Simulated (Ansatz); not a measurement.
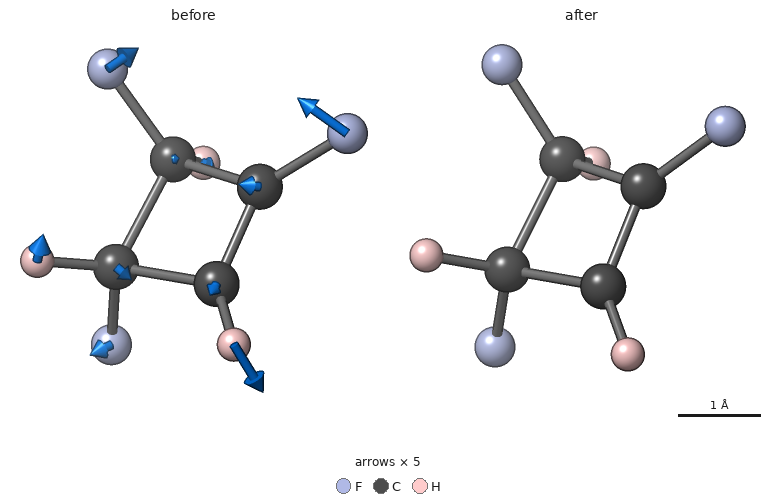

The structure of C4H3F3 (coarse preliminary run) before (left) and after (right) a relaxation, at one scale. The blue arrows give the displacements, magnified 5 times.

Style: ball-and-stick. Shown at a tilt.

The start comes from a force field.

All numbers below come from Ansatz 0.2.0, RKS PBE-D4/def2-SVP.

The input:
```yaml
crystal:
  periodic: [false, false, false]
  atoms:
    - {symbol: F, position_ang: [-0.154300, -1.027400, -2.265100]}
    - {symbol: C, position_ang: [-0.115800, -0.532800, -1.015000]}
    - {symbol: C, position_ang: [-0.306600, -1.116600, 0.169300]}
    - {symbol: C, position_ang: [0.101200, 0.151500, 0.961300]}
    - {symbol: F, position_ang: [-0.944100, 0.634500, 1.748100]}
    - {symbol: C, position_ang: [0.184400, 0.853400, -0.417700]}
    - {symbol: F, position_ang: [1.425200, 1.402800, -0.645700]}
    - {symbol: H, position_ang: [-0.481800, -2.111100, 0.485000]}
    - {symbol: H, position_ang: [0.982100, 0.118000, 1.555200]}
    - {symbol: H, position_ang: [-0.607000, 1.576400, -0.572400]}
basis:
  gaussian: {orbitals: def2-SVP}
hamiltonian: {xc: pbe, dispersion: d4}
relax: {f_tol: 0.03, max_steps: 200}
```

Command:
```bash
ansatz run in.yaml --threads 4 --pin off --events-out ev --progress --plain --max-ram 10444MiB
```

Summarise the run.

Answer. Over 5 geometry steps the energy falls by 0.259 eV. Largest force component: 3 eV/Å at the start, 0.016 eV/Å at the end. The largest moves after the best rigid fit, 0.15 Å, are those of F1 and H8. Largest moves by element: F 0.15 Å, H 0.15 Å, C 0.06 Å. Near-neighbour distances that change, for instance: C4–H9 1.063 → 1.112 Å, C3–H8 1.058 → 1.097 Å, C3–C4 1.550 → 1.514 Å, C2–C6 1.539 → 1.504 Å. Among the angles between lasting bonds that change: C6–C4–H9 117.8° → 111.6°, F1–C2–C6 134.2° → 129.1°, C4–C6–F7 112.1° → 117.2°.
